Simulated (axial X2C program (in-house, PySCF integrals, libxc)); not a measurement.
# A two-component session on TiH⁻: properties at the nuclei

Wanted for TiH⁻: properties at the nuclei, at the two-component level.

The runs use an in-house X2C program for linear molecules on PySCF integrals; two-component X2C with atomic mean-field terms, Ti dyall-acv3z, H dyall-av3z.

All values are calculated.

### Step 1. Input

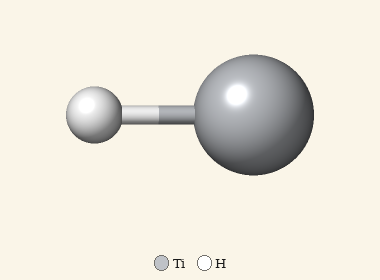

The two atoms at 1.680 Å (titanium light grey, hydrogen white).

File task.json:

```json
{
 "zs": [
  22,
  1
 ],
 "q": -1,
 "bas": [
  "dyall-acv3z",
  "dyall-av3z"
 ],
 "r0": 1.68,
 "levels": [
  "PBE0",
  "HF",
  "PBE50",
  "PBE",
  "BHandHLYP"
 ],
 "nst": 3
}
```

Keys: zs atomic numbers; q charge; bas basis sets; r0 starting distance in Å; levels methods (HF also brings MP2); nst determinants followed.

On the command line:

```sh
$ python soeom.py task.json out
```

After this run come: Expectation values, lowest determinant; Expectation values, a higher determinant; Expectation values, a higher determinant.

Q: Predict the outcome of this session. Wanted: lowest determinant; Eeff magnitude; Ws magnitude Ti; A∥/gI Ti; qzz Ti; higher determinant (for each run or level that gives them).

As calculated:

```
                                        quantity                                            value
                              lowest determinant   Ω = 2 (excess of +ω over −ω: ω = 1/2, ω = 3/2)
                    Eeff magnitude (GV/cm), PBE0                                          0.00299
                     Ws magnitude Ti (kHz), PBE0                                          0.00195
                            A∥/gI Ti (MHz), PBE0                                              194
                             qzz Ti (a.u.), PBE0                                            -0.91
                              higher determinant   Ω = 4 (excess of +ω over −ω: ω = 3/2, ω = 5/2)
Eeff magnitude (GV/cm), PBE0, higher determinant                                          0.00352
 Ws magnitude Ti (kHz), PBE0, higher determinant                                         0.000977
        A∥/gI Ti (MHz), PBE0, higher determinant                                              152
         qzz Ti (a.u.), PBE0, higher determinant                                            -0.91
                              higher determinant  Ω = 1 (excess of +ω over −ω: ω = -3/2, ω = 5/2)
Eeff magnitude (GV/cm), PBE0, higher determinant                                            0.068
 Ws magnitude Ti (kHz), PBE0, higher determinant                                           0.0306
        A∥/gI Ti (MHz), PBE0, higher determinant                                               39
         qzz Ti (a.u.), PBE0, higher determinant                                             0.40
```

**Reading.** In the first state, the effective field runs from 0.00299 to 0.357 GV/cm over the mean-field levels, so the levels don't agree on it. The expectation values come from single determinants, which for open shells can mix terms of unlike spin or miss the lowest Ω, so a determinant need not be a state. Eeff is the effective electric field on the electron dipole moment in this Ω state and Ws the scalar–pseudoscalar constant (defined with the proton number Z and per Ω); A∥ is the parallel hyperfine constant, which follows by multiplying with the nuclear g factor gI = μI/(I μN); qzz is the electric field gradient, eQq0 = 234.96 MHz × Q/barn × qzz. The operators were transformed with the bare-nucleus X2C matrices. A second determinant lies within 0.1 eV of the first, so their order is not settled at this level.
